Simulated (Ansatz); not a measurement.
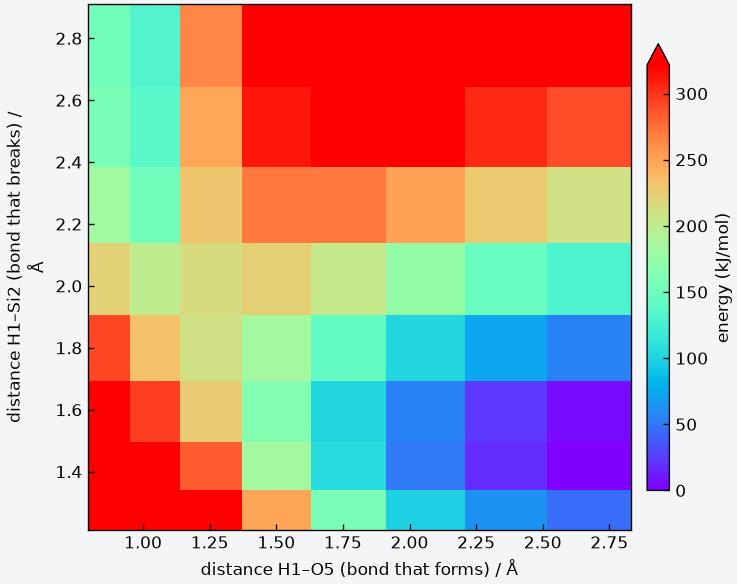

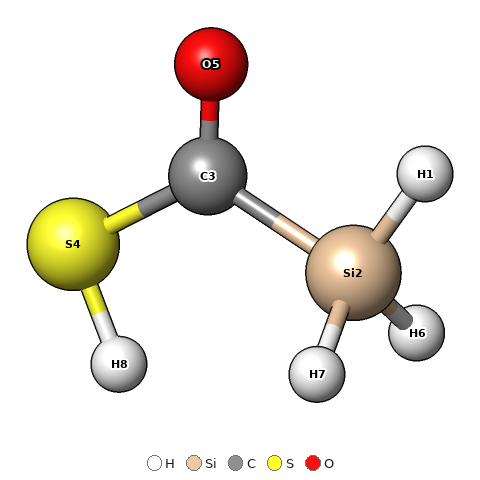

Energy landscape of the reacting system CH₄OSSi (one molecule; an intramolecular 1,3-shift). 
- First axis: distance H1–O5 (bond that forms). Second axis: distance H1–Si2 (bond that breaks).
- Relaxed at each point: all other coordinates.
- The scan uses an 8 × 8 grid.
- Points are written as (first, second).
- Energies are in kJ/mol, from the lowest grid point.
- Energies and slopes of some neighbouring points disagree (a jump in structure or state, or too coarse a mesh). The reference is spin-restricted, so regions where a bond is pulled apart into radicals lie too high.
- The calculation used Ansatz 0.2.0, RKS PBE0-D4/def2-SVP.

Drawn: one coloured cell a grid point, one colour for all values above the top of the scale. The second picture is the structure at the lowest point.

**Summarise what can be read from the map.**

The lowest grid point is at (2.673 Å, 1.410 Å). It lies at the edge of the scanned range, so the true minimum may lie outside. The highest grid point, (0.873 Å, 1.278 Å), lies 682 kJ/mol above the lowest.

Grid values (kJ/mol):

| second ↓, first → | 0.873 | 1.031 | 1.249 | 1.497 | 1.767 | 2.055 | 2.358 | 2.673 |
| --- | --- | --- | --- | --- | --- | --- | --- | --- |
| 2.778 | 151 | 132 | 265 | 348 | 382 | 383 | 372 | 359 |
| 2.515 | 158 | 136 | 248 | 312 | 331 | 322 | 305 | 289 |
| 2.263 | 180 | 152 | 231 | 270 | 271 | 251 | 228 | 211 |
| 2.023 | 222 | 201 | 216 | 224 | 204 | 173 | 147 | 128 |
| 1.798 | 292 | 233 | 210 | 184 | 143 | 103 | 73 | 54 |
| 1.591 | 390 | 295 | 226 | 163 | 102 | 55 | 23 | 4 |
| 1.410 | 527 | 401 | 284 | 184 | 105 | 51 | 18 | 0 |
| 1.278 | 682 | 535 | 378 | 249 | 157 | 98 | 64 | 46 |

The whole map (64 points run) took 18 min on 1 thread of Intel(R) Xeon(R) Platinum 8488C (Sapphire Rapids) (shared host).
